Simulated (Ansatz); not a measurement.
# Run report: CH7NO2Si2, geometry relaxation (part 2 of 2)

Continued. System: CH7NO2Si2. Method: RHF/def2-SVP (Ansatz 0.2.0). It belongs to a series of runs on one base structure; here: end point A relaxed.

Geometry of the input (Å):
```
N  -1.6275  0.6268  -1.2952
Si -0.9838  -0.3019  -0.0999
O  0.5658  -0.5428  -0.5254
Si 1.8308  -1.6842  -0.2512
C  -0.6613  1.4390  1.4118
O  -1.3174  0.2408  1.3499
H  -0.9880  1.4134  -1.5222
H  -2.4483  1.1489  -0.9087
H  2.9817  -1.3412  -0.9760
H  2.0853  -1.7526  1.2204
H  1.2325  -3.0157  -0.6626
H  -1.0246  2.2753  0.8456
H  0.3753  1.4595  1.4282
```

Trajectory as extended XYZ, continued:
```
13
Properties=species:S:1:pos:R:3:forces:R:3 step=4 energy=-22412.15152
N    -1.7081    0.6768   -1.4226   -0.0183  -1.1342   0.4820
Si   -0.8025    0.0662   -0.0814    2.3021   5.4563   2.3844
O     0.6507   -0.5692   -0.5051   -1.6798  -0.9300   0.1245
Si    1.7704   -1.7484   -0.2112    0.6041   0.3781  -0.2469
C    -0.5393    1.4031    1.3881    1.8755   0.1795  -4.4467
O    -1.2769    0.2231    1.5270   -1.6900  -2.9041  -0.3573
H    -1.2045    1.3791   -1.9417    0.0084  -0.2792   0.0850
H    -2.6297    1.0101   -1.2213   -0.1776  -0.0546  -0.0009
H     2.9696   -1.3831   -1.0096   -0.1305  -0.1639   0.1288
H     2.1120   -1.7654    1.2227   -0.0277  -0.0876   0.0573
H     1.2600   -3.0571   -0.6403   -0.1014  -0.1859   0.0022
H    -1.0896    2.3346    1.1591    0.2277  -0.5411   1.2236
H     0.5084    1.3956    1.7510   -1.1926   0.2666   0.5641
13
Properties=species:S:1:pos:R:3:forces:R:3 step=8 energy=-22414.22465
N    -1.6457    0.6303   -1.3927   -0.0506   0.2434   0.1807
Si   -0.5831    0.4288   -0.0913   -0.0057  -0.0995   0.0619
O     0.6483   -0.5144   -0.5438    0.1409  -0.0400  -0.0506
Si    1.7401   -1.7232   -0.2629   -0.0762   0.0210   0.0093
C    -0.4763    1.4711    1.3763    0.0384  -0.1074  -0.2262
O    -1.2591    0.2059    1.3756   -0.0606   0.0869   0.0968
H    -1.3153    0.8838   -2.3022   -0.0156  -0.1273  -0.0850
H    -2.5409    1.0376   -1.1922    0.0455  -0.0407  -0.1123
H     2.9499   -1.4595   -1.0647    0.0167   0.0120  -0.0235
H     2.0956   -1.7610    1.1719    0.0053   0.0041  -0.0121
H     1.1559   -3.0223   -0.6604    0.0108   0.0312   0.0057
H    -1.1033    2.3422    1.5282   -0.1132   0.0709   0.0638
H     0.3543    1.4459    2.0729    0.0641  -0.0546   0.0914
13
Properties=species:S:1:pos:R:3:forces:R:3 step=11 energy=-22414.28148
N    -1.5639    0.7804   -1.3993    0.0636  -0.0216   0.0242
Si   -0.6147    0.4468   -0.0490   -0.0620   0.0511   0.0101
O     0.5683   -0.5511   -0.5220   -0.0076   0.0315  -0.0216
Si    1.7329   -1.6933   -0.2867   -0.0275  -0.0486   0.0117
C    -0.4903    1.4498    1.4409   -0.0152  -0.0628   0.0067
O    -1.3226    0.2153    1.4032    0.0247   0.0128   0.0322
H    -1.3385    0.4255   -2.3046   -0.0032  -0.0065  -0.0686
H    -2.4213    1.2920   -1.3703   -0.0135   0.0125   0.0224
H     2.8706   -1.4026   -1.1808    0.0149   0.0147  -0.0075
H     2.1887   -1.6787    1.1192    0.0125   0.0084   0.0009
H     1.1780   -3.0226   -0.6139    0.0154  -0.0169   0.0056
H    -1.0932    2.3359    1.6233   -0.0011   0.0229  -0.0069
H     0.3263    1.3679    2.1547   -0.0011   0.0024  -0.0092
13
Properties=species:S:1:pos:R:3:forces:R:3 step=15 energy=-22414.28367
N    -1.5531    0.8358   -1.4246   -0.0259  -0.0004  -0.0140
Si   -0.6367    0.4288   -0.0737    0.0310   0.0097   0.0570
O     0.5205   -0.5961   -0.5575    0.0377  -0.0322  -0.0084
Si    1.7335   -1.6785   -0.2674   -0.0211  -0.0188   0.0217
C    -0.4906    1.3828    1.4463    0.0243  -0.0095   0.0054
O    -1.3620    0.1798    1.3682   -0.0111   0.0026  -0.0033
H    -1.3400    0.5017   -2.3418    0.0108  -0.0074  -0.0067
H    -2.3976    1.3685   -1.3789    0.0073   0.0005   0.0045
H     2.8029   -1.4580   -1.2660   -0.0333  -0.0178   0.0456
H     2.2783   -1.4828    1.0981   -0.0244  -0.0077  -0.0903
H     1.2078   -3.0570   -0.3984    0.0352   0.0794   0.0069
H    -1.0621    2.2857    1.6489   -0.0067   0.0001   0.0006
H     0.3197    1.2545    2.1615   -0.0238   0.0014  -0.0190
13
Properties=species:S:1:pos:R:3:forces:R:3 step=18 energy=-22414.28439 accepted=F
N    -1.5546    0.8258   -1.4209    0.0287  -0.0117   0.0071
Si   -0.6321    0.4314   -0.0695    0.0052   0.0056  -0.0031
O     0.5331   -0.5824   -0.5579   -0.0008  -0.0028  -0.0018
Si    1.7333   -1.6778   -0.2718   -0.0165  -0.0098   0.0050
C    -0.4946    1.3880    1.4489   -0.0031  -0.0031  -0.0027
O    -1.3561    0.1775    1.3719    0.0041   0.0022   0.0043
H    -1.3344    0.4948   -2.3373    0.0079  -0.0053  -0.0142
H    -2.3945    1.3646   -1.3803   -0.0297   0.0159   0.0067
H     2.8057   -1.4689   -1.2654    0.0031   0.0045   0.0021
H     2.2765   -1.4947    1.0911    0.0115   0.0093  -0.0033
H     1.1966   -3.0469   -0.4077   -0.0044  -0.0041  -0.0028
H    -1.0740    2.2864    1.6488   -0.0046  -0.0004   0.0040
H     0.3154    1.2676    2.1646   -0.0014  -0.0001  -0.0013
13
Properties=species:S:1:pos:R:3:forces:R:3 step=22 energy=-22414.28525
N    -1.5415    0.8451   -1.4296    0.0099   0.0041   0.0101
Si   -0.6325    0.4301   -0.0751   -0.0125   0.0008  -0.0079
O     0.5336   -0.5805   -0.5684   -0.0032   0.0033   0.0094
Si    1.7347   -1.6714   -0.2697    0.0253  -0.0227  -0.0014
C    -0.5074    1.3639    1.4588   -0.0095  -0.0025  -0.0072
O    -1.3704    0.1566    1.3561    0.0098   0.0026  -0.0045
H    -1.3133    0.5272   -2.3491    0.0055  -0.0018  -0.0008
H    -2.3807    1.3857   -1.3885   -0.0093   0.0023   0.0010
H     2.7640   -1.5317   -1.3212   -0.0177  -0.0050   0.0158
H     2.3440   -1.4095    1.0532   -0.0090  -0.0036  -0.0204
H     1.1817   -3.0419   -0.2987    0.0079   0.0242   0.0032
H    -1.0872    2.2605    1.6665    0.0003  -0.0031   0.0019
H     0.2954    1.2312    2.1803    0.0024   0.0015   0.0008
13
Properties=species:S:1:pos:R:3:forces:R:3 step=25 energy=-22414.28590
N    -1.5286    0.8592   -1.4343    0.0018  -0.0033   0.0024
Si   -0.6301    0.4322   -0.0768   -0.0010   0.0087  -0.0017
O     0.5448   -0.5684   -0.5691    0.0031  -0.0069  -0.0009
Si    1.7383   -1.6682   -0.2708    0.0019   0.0011  -0.0011
C    -0.5219    1.3513    1.4668    0.0008  -0.0013  -0.0020
O    -1.3771    0.1405    1.3459   -0.0021  -0.0059  -0.0019
H    -1.2923    0.5494   -2.3545    0.0010   0.0007   0.0000
H    -2.3736    1.3912   -1.3940   -0.0009   0.0004  -0.0008
H     2.7296   -1.5870   -1.3625   -0.0019  -0.0011  -0.0007
H     2.3987   -1.3648    1.0172    0.0012   0.0004  -0.0008
H     1.1645   -3.0284   -0.2247   -0.0019   0.0004   0.0012
H    -1.1084    2.2423    1.6786   -0.0016   0.0039   0.0045
H     0.2765    1.2161    2.1929   -0.0002   0.0029   0.0017
```

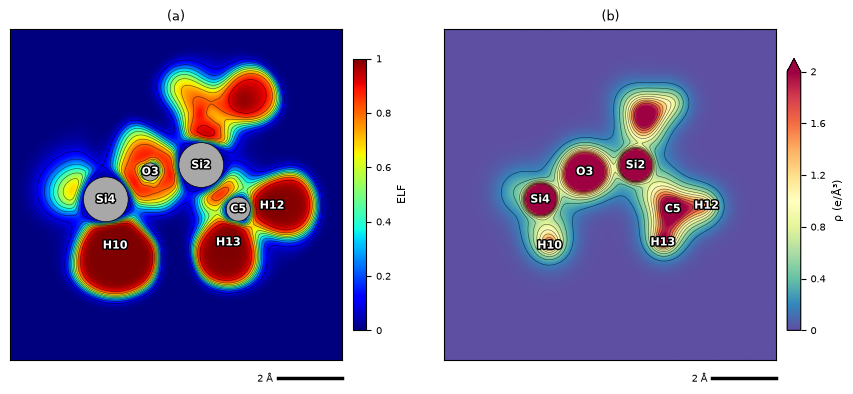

Figure 1. (a) ELF; (b) total electron density on the plane of atoms Si2, C5 and H13. Grey discs, where drawn, cover atomic cores. The plane passes through Si, O, C and H nuclei. C–H (1.09 Å): ρ is about 2 e/Å³ halfway; the ELF climbs to about 1 towards the hydrogen, as it does in any bond to H (a covalent bond by its length).

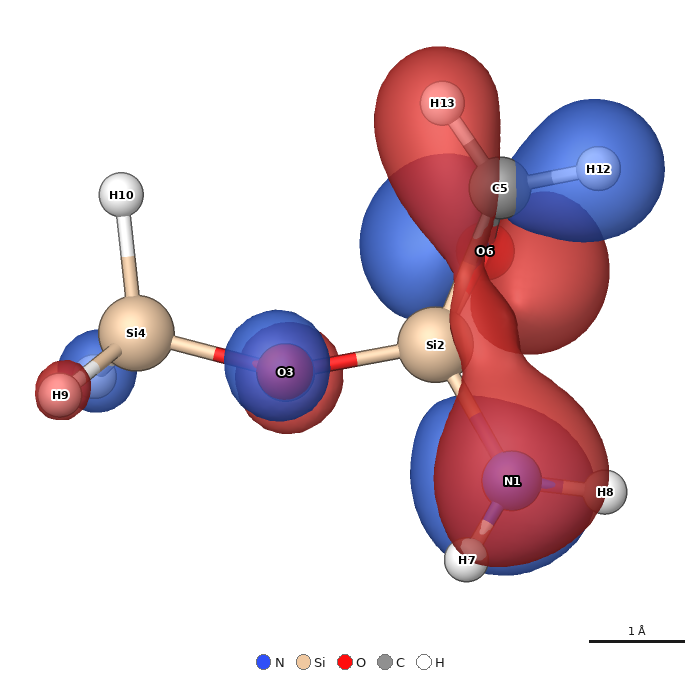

Figure 2. One frontier orbital at ±0.1 Å⁻³ᐟ² (blue and red are the two phases), seen face on. The HOMO−1, at −11.79 eV. It lies mainly on O6 (35 %), N1 (25 %), C5 (10 %) and Si2 (10 %).

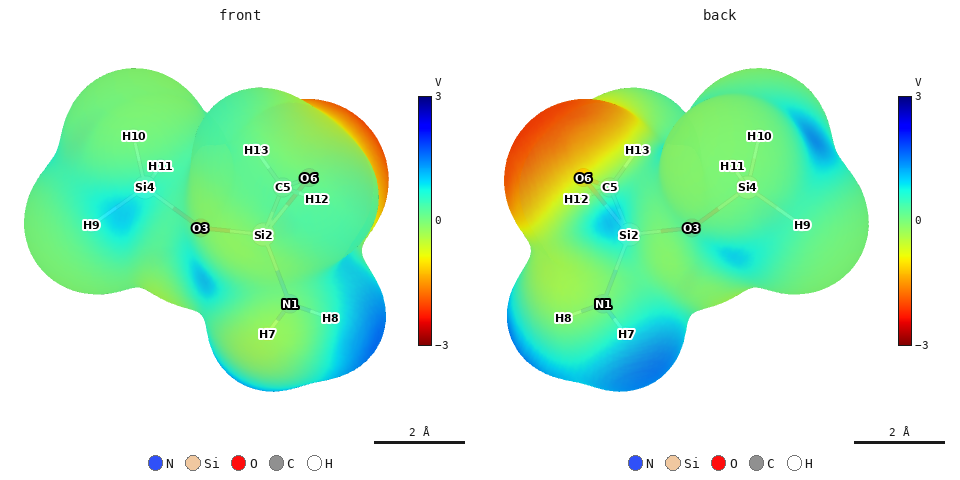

Figure 3. The molecular electrostatic potential painted on the density surface at 0.001 e/bohr³, seen at a tilt and from behind; the colour scale runs from red (negative) to blue (positive). A positive charge is drawn to the negative regions and a negative charge to the positive ones.
